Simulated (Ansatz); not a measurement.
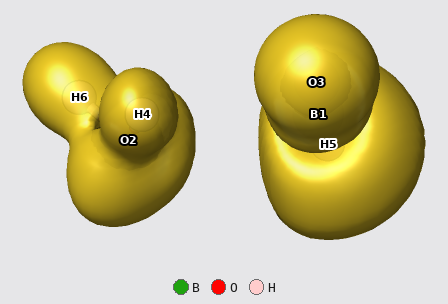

*BHO···H₂O. Isosurface of the electron localisation function at 0.75 (yellow), seen from one side. Only the valence region is drawn (cores and ρ < 0.01 e/Å³ removed).*

The product side of a reaction path; geometry: PBE0-D4/def2-TZVP.

Theory: Ansatz, RKS PBE0-D4/def2-TZVPP.

```tsv
atom	x (Å)	y (Å)	z (Å)
B	-0.9743	0.0321	-0.9321
O	0.8141	0.3167	0.9256
O	-1.2806	-1.0757	-0.5754
H	0.4353	-0.5563	1.0723
H	-0.7573	1.1021	-1.3574
H	1.7629	0.1810	0.8670
```

Question: What do the ELF domains correspond to?

Answer: At this value the surface marks out one region around a hydrogen nucleus, one region on O in which the atom's valence shell and bonds are merged and one joined region spread over several atoms (H, O), in which their bonds and any lone pairs are merged. Along the contacts the grid gives the following. B1···O2 (2.59 Å): the ELF dips to about 0.05 between them. B–O (1.20 Å): the ELF peaks at about 0.85 between the atoms, as expected for a short, strongly polar bond.
